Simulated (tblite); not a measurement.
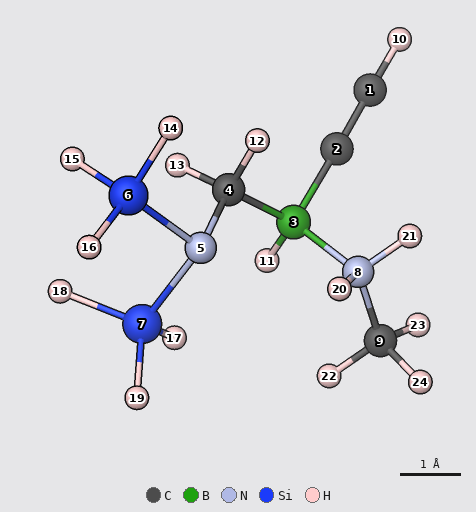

Starting structure of C₄H₁₅BN₂Si₂. Style: ball-and-stick. Shown at a tilt.

The calculation used GFN2-xTB geometry optimisation, gas phase in tblite.

```xyz
24

C    -2.0079   -3.0813    0.2027
C    -1.4903   -1.9948   -0.0416
B    -0.8099   -0.6386   -0.3529
C     0.6535   -0.7037    0.2242
N     1.2704    0.5802    0.3982
Si    2.9034    0.2146    1.0617
Si    1.6163    1.3329   -1.2228
N    -1.6640    0.4377    0.3352
C    -2.5029    1.1301   -0.6162
H    -2.4665   -4.0146    0.4240
H    -0.8550   -0.4587   -1.5200
H     0.5835   -1.1711    1.2440
H     1.2834   -1.3369   -0.4342
H     2.6979   -0.5081    2.3341
H     3.4932   -0.7724    0.1360
H     3.7254    1.4105    1.2250
H     0.5661    0.9490   -2.1951
H     2.9178    0.7718   -1.6626
H     1.7837    2.7841   -1.1292
H    -1.0622    1.1128    0.8703
H    -2.3221   -0.0579    0.9941
H    -1.9553    1.4956   -1.4967
H    -3.3665    0.5154   -0.9629
H    -3.0037    2.0232   -0.1408
```

What does the optimiser find from here?

Answer. The largest move after the best rigid fit is that of H14, 1.63 Å. By element the largest moves are H 1.63 Å, Si 0.82 Å, C 0.67 Å, N 0.66 Å, B 0.37 Å. Among the contacts that change: B3–N8 1.537 → 1.636 Å, N5–Si7 1.820 → 1.736 Å, B3–C4 1.574 → 1.645 Å, N5–Si6 1.800 → 1.731 Å. Bond angles that change, for instance: Si6–N5–Si7 103.9° → 125.1°, C4–N5–Si6 104.7° → 116.1°, B3–N8–H20 111.1° → 102.1°. Groups turn about B3–N8 by about 25°. Over 156 geometry steps the energy falls by 1.365 eV.

Step by step:

```tsv
step	E − E(0), eV
0	0.0000
1	-0.1687
2	-0.3746
3	-0.4872
4	-0.5390
5	-0.6160
6	-0.6628
7	-0.7125
8	-0.7607
9	-0.8129
10	-0.8568
18	-1.0688
25	-1.1146
33	-1.1563
41	-1.2013
48	-1.2250
56	-1.2505
64	-1.2750
71	-1.2925
79	-1.3019
87	-1.3194
95	-1.3466
102	-1.3535
110	-1.3600
118	-1.3618
125	-1.3621
133	-1.3629
141	-1.3642
148	-1.3649
156	-1.3651
```

The structure at the end:

```xyz
24

C    -2.2309   -3.0179    0.1889
C    -1.5977   -2.0685   -0.1874
B    -0.7767   -0.8403   -0.6569
C     0.8265   -1.0231   -0.3371
N     1.5069    0.2769   -0.1402
Si    2.2302    0.5306    1.4117
Si    1.9120    1.1489   -1.5857
N    -1.2178    0.4148    0.2951
C    -2.4350    1.1237   -0.0783
H    -2.7804   -3.8578    0.5076
H    -1.0034   -0.5248   -1.7838
H     0.9793   -1.6237    0.5644
H     1.3237   -1.5688   -1.1437
H     1.2127    0.1633    2.4143
H     3.4390   -0.2648    1.6495
H     2.5080    1.9622    1.5144
H     0.6971    1.3180   -2.3880
H     2.9364    0.4559   -2.3740
H     2.3861    2.4591   -1.1358
H    -0.3897    1.0170    0.2543
H    -1.2927    0.0517    1.2421
H    -2.3246    1.5146   -1.0875
H    -3.2695    0.4242   -0.0729
H    -2.6513    1.9487    0.6034
```

After the run, drawn alike:

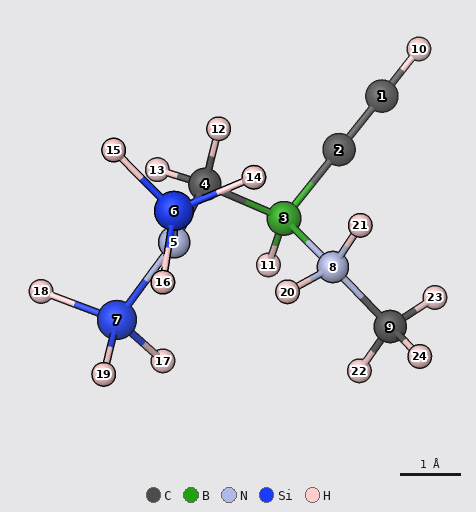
